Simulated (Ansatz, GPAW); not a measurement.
**Geometry or basis: what sets the conductance of an In chain with one Li atom in line**

Wanted: T(E) of an In chain with one Li atom in line at a relaxed geometry in two programs, beside the unrelaxed structure.

Method: Ansatz plane waves; relaxation of the junction with the lead ends held; PAW set soft_1, in the first sound run; inputs show where later runs differ, in GPAW 26.7.0 and Ansatz 0.2.0.

### 1. The structure

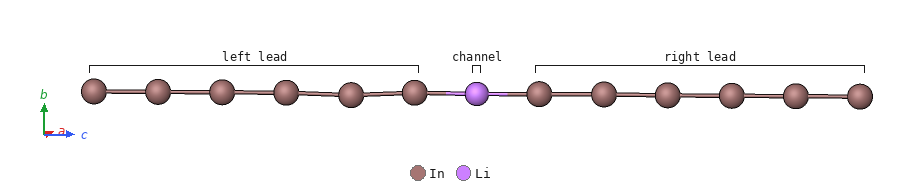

Start, viewed from the side, with the c axis across the page; indium brown, lithium purple.

The cell holds 13 atoms: 12 In and 1 Li. Cell: a = 9.000 Å, b = 9.000 Å, c = 38.206 Å, α = 90.0°, β = 90.0°, γ = 90.0°. Regions: left lead, 6 atoms (6 In); channel, 1 atom (1 Li); right lead, 6 atoms (6 In). Vacuum lies along a and b. The structure is stacked along c, and the current runs across the ab planes.

### 2. Relaxation

Transmission follows bond lengths closely, so the atoms between the held lead ends are relaxed first, from a slightly shaken start that lets symmetry break.

Contents of input.yaml:

```yaml
crystal:
  lattice:
    - [9.0, 0.0, 0.0]
    - [0.0, 9.0, 0.0]
    - [0.0, 0.0, 38.206]
  atoms:
    - { symbol: In, position: [0.5, 0.5, 0.0386065016] }
    - { symbol: In, position: [0.5, 0.5, 0.1158195048] }
    - { symbol: In, position: [0.5, 0.5, 0.193032508] }
    - { symbol: In, position: [0.5, 0.5, 0.2702455112] }
    - { symbol: In, position: [0.5060891885, 0.4897388936, 0.3482108025] }
    - { symbol: In, position: [0.5002321241, 0.5043941667, 0.4249743202] }
    - { symbol: Li, position: [0.5060908621, 0.5001058125, 0.4995946479] }
    - { symbol: In, position: [0.5019349497, 0.5014403562, 0.5750482861] }
    - { symbol: In, position: [0.4991756539, 0.5023981356, 0.6530945265] }
    - { symbol: In, position: [0.5, 0.5, 0.7297544888] }
    - { symbol: In, position: [0.5, 0.5, 0.806967492] }
    - { symbol: In, position: [0.5, 0.5, 0.8841804952] }
    - { symbol: In, position: [0.5, 0.5, 0.9613934984] }
kpoints:
  mp_grid: { grid: [1, 1, 2] }
hamiltonian:
  xc: pbe
  pseudopotentials: { kind: paw, azcp: { folder: soft_1 } }
scf:
  occupations: { method: fermi_dirac, width: 0.1 }
relax:
  f_tol: 0.03
  max_steps: 80
  constraints: [{ sites: [0, 1, 2, 3, 9, 10, 11, 12] }]
```

Run with:

```bash
ansatz run input.yaml --threads 4 --pin off --max-ram 8192MiB --backend cpu --events-out ev --progress --plain --runs-dir out
```

Numbers of over 12 decimals in the logs are rounded to 6 here.

The log of the run:

```text
Engine: ansatz 0.2.0, aarch64-unknown-linux-gnu
Pseudopotentials: kind: paw
Pseudopotential: In, paw, valence charge 13, recommended cutoff 420 eV (normal), soft_1/In.paw.azcp
Pseudopotential: Li, paw, valence charge 3, recommended cutoff 420 eV (normal), soft_1/Li.paw.azcp
Functional definition: PBE
  parameter kappa = 0.804
  parameter beta = 0.066725
  exchange = pbe_x(kappa = kappa, mu = beta*pi^2/3)
  correlation = pbe_c(beta = beta)
Crystal: 13 atoms, lattice volume = 3094.686 Å³
Basis set: ecut = 420 eV, 60435 PW (Γ), exchange–correlation on 128×128×512 points (8 copies of the dense FFT grid, shifted against one another)
Bands: 96, of which v1, the nominal top of the filled ones, is band 80 counted from 1 (79 counted from 0)
Symmetry: 1 space group operations
Space group: P1 (ITA 1), of the structure as read, at distance tolerance 1.5e-4 Å
k-points: 2
Non-local potential: In, projectors of the file, l = 0: 2, l = 1: 2, l = 2: 2, l = 3: 1
Non-local potential: Li, projectors of the file, l = 0: 3, l = 1: 2, l = 2: 1
PAW form: soft (Blöchl's): semilocal exchange-correlation on the pseudo side does not see the compensation charge
PAW one-centre angular grid: In, 590 points (default); XC on 64 Gauss nodes
PAW one-centre angular grid: Li, 110 points (default); XC on 96 Gauss nodes
Initial density: superposition of atomic densities (neutral atoms: chi_scale 0, normalization atom)
Initial wavefunctions: pseudopotential atomic-orbital guess
Functional: x = pbe(κ = 0.804, μ = 0.219515), c = pbe(β = 0.066725)
iter 1 solved again at ethr=2.74e-3 eV; its pass at ethr=3.10e-3 eV (dr2=4.35e0 eV) is discarded
SCF iter   1: F=—  HF=-67365.741377 eV  |F-HF|=—  |Δ(HF+E_count)|=         —  Δρ=6.19e-3  dr2=4.33e0  ethr=2.74e-3  ⟨swp⟩=1.0  Hψ=1018  notcnv=0
preconditioner: auto → LDOS  [metal: Δε(μ)=0.108 eV  Ē_g=4.304 eV  σ=0.100 eV  W_gap=0.26  n_scr=264 (ndim 8)  ℏωp=4.1 eV  f_vac=0.680  D(μ)=30.06/eV (n_scr^D=112)  β→1.0]
SCF iter   2: F=—  HF=-67364.858065 eV  |F-HF|=—  |Δ(HF+E_count)|=   8.83e-1  Δρ=2.56e-3  dr2=6.42e-1  ethr=2.72e-3  ⟨swp⟩=3.0  Hψ=257  notcnv=0
SCF iter   3: F=—  HF=-67365.004298 eV  |F-HF|=—  |Δ(HF+E_count)|=   1.46e-1  Δρ=1.22e-3  dr2=9.84e-2  ethr=4.04e-4  ⟨swp⟩=3.0  Hψ=412  notcnv=0
SCF iter   4: F=—  HF=-67365.013652 eV  |F-HF|=—  |Δ(HF+E_count)|=   9.35e-3  Δρ=8.46e-4  dr2=4.62e-2  ethr=6.19e-5  ⟨swp⟩=2.0  Hψ=359  notcnv=0
SCF iter   5: F=—  HF=-67365.001728 eV  |F-HF|=—  |Δ(HF+E_count)|=   1.19e-2  Δρ=1.69e-4  dr2=5.68e-3  ethr=2.91e-5  ⟨swp⟩=2.0  Hψ=347  notcnv=0
SCF iter   6: F=—  HF=-67365.001779 eV  |F-HF|=—  |Δ(HF+E_count)|=   5.09e-5  Δρ=8.21e-5  dr2=7.87e-4  ethr=3.57e-6  ⟨swp⟩=2.0  Hψ=229  notcnv=0
SCF iter   7: F=—  HF=-67365.001726 eV  |F-HF|=—  |Δ(HF+E_count)|=   5.29e-5  Δρ=5.18e-5  dr2=2.29e-4  ethr=4.95e-7  ⟨swp⟩=2.0  Hψ=359  notcnv=0
SCF iter   8: F=—  HF=-67365.001695 eV  |F-HF|=—  |Δ(HF+E_count)|=   3.08e-5  Δρ=1.90e-5  dr2=5.05e-5  ethr=1.44e-7  ⟨swp⟩=2.0  Hψ=349  notcnv=0
SCF iter   9: F=-67365.001692 eV  HF=-67365.001696 eV  |F-HF|=4.06e-6  |Δ(HF+E_count)|=   7.47e-7  Δρ=8.40e-6  dr2=7.11e-6  ethr=1.42e-8  ⟨swp⟩=4.0  Hψ=581  notcnv=0
SCF 1 converged in 9 iterations: F = -67365.001692 eV  dr2 = 7.11e-6
  greatest PAW one-centre occupation: 1.000 electrons in one spin orbital (limit 2), on the Li atom at site 6 (counted from 0), in its partial waves of l = 0
relax step   1: F+E_penalty+E_count = -67365.00169191 eV  Δ(F+E_penalty+E_count) = +0.000e0 eV  max|allowed force component| = 2.920e-1 eV/Å  Δτ_max = 0.0000 Å  (9 SCF iters, dr2 threshold 2.25e-5 eV, accepted)
Initial density: handed on by an earlier stage of this run
Initial wavefunctions: those handed on with the density
iter 1 solved again at ethr=6.30e-5 eV; its pass at ethr=3.10e-3 eV (dr2=1.00e-1 eV) is discarded
SCF iter   1: F=—  HF=-67365.032749 eV  |F-HF|=—  |Δ(HF+E_count)|=         —  Δρ=6.36e-4  dr2=1.19e-1  ethr=6.30e-5  ⟨swp⟩=1.0  Hψ=543  notcnv=0
preconditioner: auto → LDOS  [metal: Δε(μ)=0.039 eV  Ē_g=13.006 eV  σ=0.100 eV  W_gap=0.10  n_scr=264 (ndim 8)  ℏωp=8.4 eV  f_vac=0.706  D(μ)=30.97/eV (n_scr^D=112)  β→1.0]
SCF iter   2: F=—  HF=-67365.027750 eV  |F-HF|=—  |Δ(HF+E_count)|=   5.00e-3  Δρ=3.18e-4  dr2=1.60e-2  ethr=6.30e-5  ⟨swp⟩=1.0  Hψ=192  notcnv=0
SCF iter   3: F=—  HF=-67365.026912 eV  |F-HF|=—  |Δ(HF+E_count)|=   8.38e-4  Δρ=1.67e-4  dr2=2.30e-3  ethr=1.01e-5  ⟨swp⟩=2.0  Hψ=343  notcnv=0
SCF iter   4: F=—  HF=-67365.027038 eV  |F-HF|=—  |Δ(HF+E_count)|=   1.26e-4  Δρ=6.25e-5  dr2=8.38e-4  ethr=1.45e-6  ⟨swp⟩=2.0  Hψ=336  notcnv=0
SCF iter   5: F=—  HF=-67365.026996 eV  |F-HF|=—  |Δ(HF+E_count)|=   4.23e-5  Δρ=2.81e-5  dr2=1.04e-4  ethr=5.27e-7  ⟨swp⟩=2.0  Hψ=217  notcnv=0
SCF iter   6: F=—  HF=-67365.026989 eV  |F-HF|=—  |Δ(HF+E_count)|=   6.66e-6  Δρ=1.57e-5  dr2=2.41e-5  ethr=6.55e-8  ⟨swp⟩=2.0  Hψ=271  notcnv=0
SCF iter   7: F=-67365.026984 eV  HF=-67365.026986 eV  |F-HF|=1.86e-6  |Δ(HF+E_count)|=   3.71e-6  Δρ=5.54e-6  dr2=3.82e-6  ethr=3.35e-9  ⟨swp⟩=3.0  Hψ=861  notcnv=0
SCF 2 converged in 7 iterations: F = -67365.026984 eV  dr2 = 3.82e-6
relax step   2: F+E_penalty+E_count = -67365.02698367 eV  Δ(F+E_penalty+E_count) = -2.529e-2 eV  max|allowed force component| = 7.364e-2 eV/Å  Δτ_max = 0.0691 Å  (7 SCF iters, dr2 threshold 5.33e-6 eV, accepted)
SCF iter   1: F=—  HF=-67365.045637 eV  |F-HF|=—  |Δ(HF+E_count)|=         —  Δρ=6.14e-4  dr2=4.02e-2  ethr=2.46e-3  ⟨swp⟩=5.0  Hψ=409  notcnv=0
preconditioner: auto → LDOS  [metal: Δε(μ)=0.023 eV  Ē_g=13.056 eV  σ=0.100 eV  W_gap=0.06  n_scr=264 (ndim 8)  ℏωp=8.4 eV  f_vac=0.706  D(μ)=30.01/eV (n_scr^D=112)  β→1.0]
SCF iter   2: F=—  HF=-67365.047337 eV  |F-HF|=—  |Δ(HF+E_count)|=   1.70e-3  Δρ=3.97e-4  dr2=2.92e-2  ethr=2.53e-5  ⟨swp⟩=2.0  Hψ=370  notcnv=0
SCF iter   3: F=—  HF=-67365.045839 eV  |F-HF|=—  |Δ(HF+E_count)|=   1.50e-3  Δρ=1.32e-4  dr2=4.57e-3  ethr=1.84e-5  ⟨swp⟩=2.0  Hψ=286  notcnv=0
SCF iter   4: F=—  HF=-67365.045828 eV  |F-HF|=—  |Δ(HF+E_count)|=   1.03e-5  Δρ=1.09e-4  dr2=1.23e-3  ethr=2.88e-6  ⟨swp⟩=2.0  Hψ=266  notcnv=0
SCF iter   5: F=—  HF=-67365.045684 eV  |F-HF|=—  |Δ(HF+E_count)|=   1.44e-4  Δρ=3.09e-5  dr2=4.39e-4  ethr=7.77e-7  ⟨swp⟩=2.0  Hψ=244  notcnv=0
SCF iter   6: F=—  HF=-67365.045682 eV  |F-HF|=—  |Δ(HF+E_count)|=   2.10e-6  Δρ=2.42e-5  dr2=8.59e-5  ethr=2.76e-7  ⟨swp⟩=1.5  Hψ=193  notcnv=0
SCF iter   7: F=—  HF=-67365.046067 eV  |F-HF|=—  |Δ(HF+E_count)|=   3.85e-4  Δρ=8.46e-6  dr2=6.14e-5  ethr=5.40e-8  ⟨swp⟩=2.0  Hψ=330  notcnv=0
SCF iter   8: F=—  HF=-67365.046066 eV  |F-HF|=—  |Δ(HF+E_count)|=   6.51e-7  Δρ=3.97e-6  dr2=1.81e-6  ethr=3.86e-8  ⟨swp⟩=1.0  Hψ=192  notcnv=0
SCF iter   9: F=—  HF=-67365.046066 eV  |F-HF|=—  |Δ(HF+E_count)|=   1.06e-7  Δρ=1.94e-6  dr2=2.10e-6  ethr=1.14e-9  ⟨swp⟩=2.0  Hψ=298  notcnv=0
SCF iter  10: F=-67365.046066 eV  HF=-67365.046066 eV  |F-HF|=3.51e-8  |Δ(HF+E_count)|=   4.27e-8  Δρ=5.88e-7  dr2=5.78e-8  ethr=6.29e-11  ⟨swp⟩=4.0  Hψ=725  notcnv=0
SCF 3 converged in 10 iterations: F = -67365.046066 eV  dr2 = 5.78e-8
relax step   3: F+E_penalty+E_count = -67365.04606569 eV  Δ(F+E_penalty+E_count) = -1.908e-2 eV  max|allowed force component| = 7.514e-2 eV/Å  Δτ_max = 0.2000 Å  (10 SCF iters, accepted)
[...]
relax step   4: F+E_penalty+E_count = -67365.06532998 eV  Δ(F+E_penalty+E_count) = -1.926e-2 eV  max|allowed force component| = 7.999e-2 eV/Å  Δτ_max = 0.2000 Å  (10 SCF iters, accepted)
[...]
relax step   5: F+E_penalty+E_count = -67365.08121121 eV  Δ(F+E_penalty+E_count) = -1.588e-2 eV  max|allowed force component| = 3.651e-2 eV/Å  Δτ_max = 0.1946 Å  (7 SCF iters, dr2 threshold 6.40e-6 eV, accepted)
[...]
relax step   6: F+E_penalty+E_count = -67365.09124014 eV  Δ(F+E_penalty+E_count) = -1.003e-2 eV  max|allowed force component| = 2.672e-2 eV/Å  Δτ_max = 0.1927 Å  (9 SCF iters, accepted)
[...]
relax step   7: F+E_penalty+E_count = -67365.10204908 eV  Δ(F+E_penalty+E_count) = -1.081e-2 eV  max|allowed force component| = 3.248e-2 eV/Å  Δτ_max = 0.1998 Å  (10 SCF iters, accepted)
[...]
relax step   8: F+E_penalty+E_count = -67365.11001165 eV  Δ(F+E_penalty+E_count) = -7.963e-3 eV  max|allowed force component| = 2.618e-2 eV/Å  Δτ_max = 0.1974 Å  (9 SCF iters, accepted)
[...]
relax step   9: F+E_penalty+E_count = -67365.11406831 eV  Δ(F+E_penalty+E_count) = -4.057e-3 eV  max|allowed force component| = 1.810e-2 eV/Å  Δτ_max = 0.1951 Å  (10 SCF iters, accepted)
SCF iter   1: F=—  HF=-67365.115511 eV  |F-HF|=—  |Δ(HF+E_count)|=         —  Δρ=3.29e-4  dr2=8.29e-3  ethr=1.16e-4  ⟨swp⟩=3.5  Hψ=365  notcnv=0
preconditioner: auto → LDOS  [metal: Δε(μ)=0.044 eV  Ē_g=12.975 eV  σ=0.100 eV  W_gap=0.11  n_scr=264 (ndim 8)  ℏωp=8.4 eV  f_vac=0.705  D(μ)=27.80/eV (n_scr^D=102)  β→1.0]
SCF iter   2: F=—  HF=-67365.115438 eV  |F-HF|=—  |Δ(HF+E_count)|=   7.30e-5  Δρ=2.18e-4  dr2=5.09e-3  ethr=5.22e-6  ⟨swp⟩=2.0  Hψ=379  notcnv=0
SCF iter   3: F=—  HF=-67365.115033 eV  |F-HF|=—  |Δ(HF+E_count)|=   4.05e-4  Δρ=5.89e-5  dr2=6.80e-4  ethr=3.20e-6  ⟨swp⟩=2.0  Hψ=340  notcnv=0
SCF iter   4: F=—  HF=-67365.115078 eV  |F-HF|=—  |Δ(HF+E_count)|=   4.47e-5  Δρ=4.68e-5  dr2=1.64e-4  ethr=4.28e-7  ⟨swp⟩=2.0  Hψ=346  notcnv=0
SCF iter   5: F=—  HF=-67365.115064 eV  |F-HF|=—  |Δ(HF+E_count)|=   1.42e-5  Δρ=1.27e-5  dr2=3.59e-5  ethr=1.03e-7  ⟨swp⟩=2.0  Hψ=350  notcnv=0
SCF iter   6: F=—  HF=-67365.115421 eV  |F-HF|=—  |Δ(HF+E_count)|=   3.57e-4  Δρ=1.12e-5  dr2=8.15e-6  ethr=2.26e-8  ⟨swp⟩=2.0  Hψ=351  notcnv=0
SCF iter   7: F=—  HF=-67365.115419 eV  |F-HF|=—  |Δ(HF+E_count)|=   1.63e-6  Δρ=2.77e-6  dr2=2.29e-6  ethr=5.12e-9  ⟨swp⟩=2.0  Hψ=353  notcnv=0
SCF iter   8: F=—  HF=-67365.115420 eV  |F-HF|=—  |Δ(HF+E_count)|=   1.80e-7  Δρ=1.28e-6  dr2=1.45e-6  ethr=1.44e-9  ⟨swp⟩=2.0  Hψ=207  notcnv=0
SCF iter   9: F=—  HF=-67365.115420 eV  |F-HF|=—  |Δ(HF+E_count)|=   2.26e-8  Δρ=6.45e-7  dr2=3.07e-7  ethr=9.14e-10  ⟨swp⟩=1.0  Hψ=192  notcnv=0
SCF iter  10: F=-67365.115420 eV  HF=-67365.115420 eV  |F-HF|=2.34e-8  |Δ(HF+E_count)|=   4.66e-9  Δρ=3.03e-7  dr2=2.59e-8  ethr=6.29e-11  ⟨swp⟩=4.0  Hψ=562  notcnv=0
SCF 10 converged in 10 iterations: F = -67365.115420 eV  dr2 = 2.59e-8
relax step  10: F+E_penalty+E_count = -67365.11541958 eV  Δ(F+E_penalty+E_count) = -1.351e-3 eV  max|allowed force component| = 2.008e-2 eV/Å  Δτ_max = 0.0621 Å  (10 SCF iters, accepted)
SCF converged after 10 iterations
Free energy (F): -67365.115420 eV
Harris-Foulkes:  -67365.115420 eV  (|F-HF|=2.34e-8)
Internal energy: -67364.244253 eV  (E = F + TS)
E sigma→0 (E₀):  -67364.679836 eV
Entropy (-TS):   -0.871167 eV (-67.013 meV/atom)
Fermi energy:    -1.892389 eV
--- Per-component energies (eV) ---
  E_band       = -2301.543544
  E_kinetic    = 2589.450649
  E_local      = -33006.684866  (includes V_loc(G=0)·N_el)
  E_nonlocal   = 3894.703957
  E_hartree    = 14277.813414
  E_xc         = -1717.039247
  E_vxc        = -1067.928427  (∫ρ·V_xc dr)
  E_paw        = -50485.620299  (= ΣΔE_a)
  E_vpaw       = -3266.710935  (= ΣTr[D̂ρ^β])
  E_aug_tail   = 0.002027  (compensation charges beyond the density's cutoff)
  E_ewald      = -2916.869888
  E_smearing   = -0.871167  (= −TS)
  E_closure    = -0.000000  (closes the sum)
  Σ components = -67365.115420   (vs F -67365.115420, Δ=0.00e0)
--- Forces (eV/Å), atoms counted from 1 ---
  atom   1  In    -0.01430629     0.02215524     0.04206077
  atom   2  In    -0.00981430     0.01455108     0.04767907
  atom   3  In     0.05769816    -0.09300806     0.02561651
  atom   4  In    -0.04890448     0.07760279     0.18686412
  atom   5  In    -0.00171817     0.00406551     0.00044658
  atom   6  In    -0.00186819     0.00305103     0.00038981
  atom   7  Li    -0.00228866     0.00230263     0.00391215
  atom   8  In    -0.00285804     0.00336441     0.02008126
  atom   9  In     0.00247593    -0.00501633    -0.00491509
  atom  10  In     0.06034743    -0.07637747    -0.21313284
  atom  11  In    -0.06155762     0.07890815    -0.03036142
  atom  12  In     0.00586739    -0.00880939    -0.04939237
  atom  13  In     0.01693851    -0.02279733    -0.02927790
  max |Σ_I F_I| component: 2.93e-5 eV/Å
--- Relaxed structure (10 steps of the walk, 10 accepted, 0 SCFs on fresh bases) ---
  F+E_penalty+E_count = -67365.11541958 eV   max|allowed force component| = 2.008e-2 eV/Å
  atoms:
    - { symbol: In, position: [0.5, 0.5, 0.038607] }
    - { symbol: In, position: [0.5, 0.5, 0.115820] }
    - { symbol: In, position: [0.5, 0.5, 0.193033] }
    - { symbol: In, position: [0.5, 0.5, 0.270246] }
    - { symbol: In, position: [0.558031, 0.404408, 0.342788] }
    - { symbol: In, position: [0.508505, 0.484336, 0.417983] }
    - { symbol: Li, position: [0.505603, 0.488464, 0.498933] }
    - { symbol: In, position: [0.502358, 0.495131, 0.580237] }
    - { symbol: In, position: [0.441703, 0.572587, 0.655391] }
    - { symbol: In, position: [0.5, 0.5, 0.729754] }
    - { symbol: In, position: [0.5, 0.5, 0.806967] }
    - { symbol: In, position: [0.5, 0.5, 0.884180] }
    - { symbol: In, position: [0.5, 0.5, 0.961393] }
```

The job ended after 97 s (4 threads of Arm Neoverse V1, shared host; peak memory 3.3 GiB; 6.3 min of CPU time).

Relaxation path:

```tsv
step	energy less that of the first step (eV)	largest force component (eV/Å)
1	0.0000	0.2920
2	-0.0253	0.0736
3	-0.0444	0.0751
4	-0.0636	0.0800
5	-0.0795	0.0365
6	-0.0895	0.0267
7	-0.1004	0.0325
8	-0.1083	0.0262
9	-0.1124	0.0181
10	-0.1137	0.0201
```

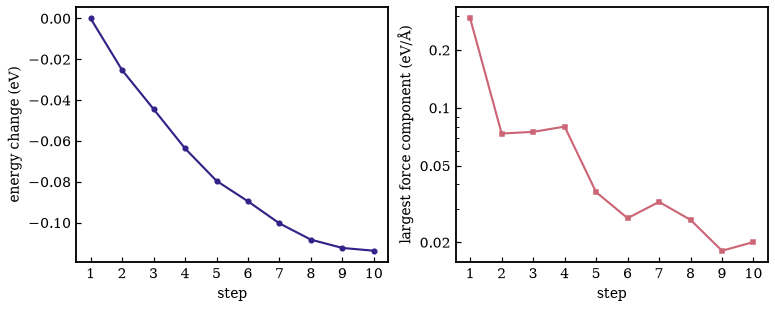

Energy and largest force along the relaxation.

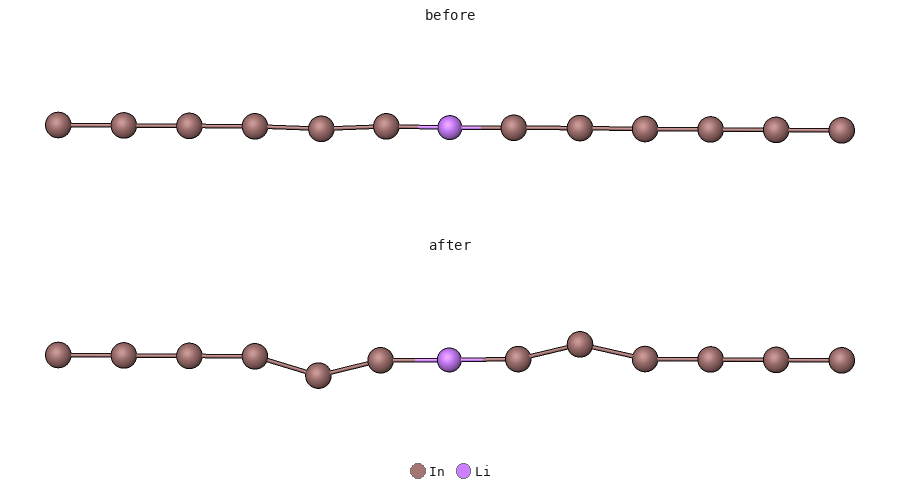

Before and after, at one scale.

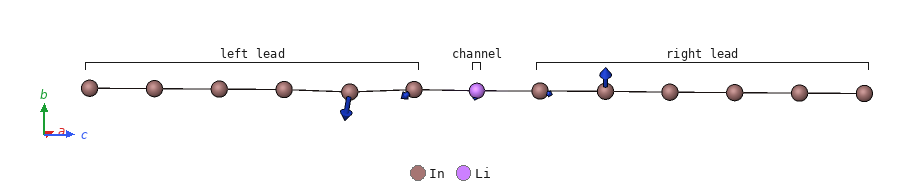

Displacements in the relaxation, exaggerated; the longest in the cell stands for 0.92 Å.

The atoms that moved most (Å):

```tsv
atom	dx	dy	dz	length
In5	0.467	-0.768	-0.207	0.923
In9	-0.517	0.632	0.088	0.821
In6	0.074	-0.181	-0.267	0.331
In8	0.004	-0.057	0.198	0.206
Li7	-0.004	-0.105	-0.025	0.108
```

Numbers from this step:

```
free energy         : -67365.1154 eV
smearing term TS    : 0.8712 eV
symmetry operations : 1
```

The relaxation lowered the energy of the cell by 0.114 eV.

(Continued in part 2 of 4.)

[Logs are printed without paths, hosts, clocks, repeated set-up lines and the standing remarks that a program may print on its own settings, such as how far it seeks lower states.]

[Hosts, paths, dates, database ids (printed as entryN), source tags and the programs' standing remarks are cut or masked in the printed files.]
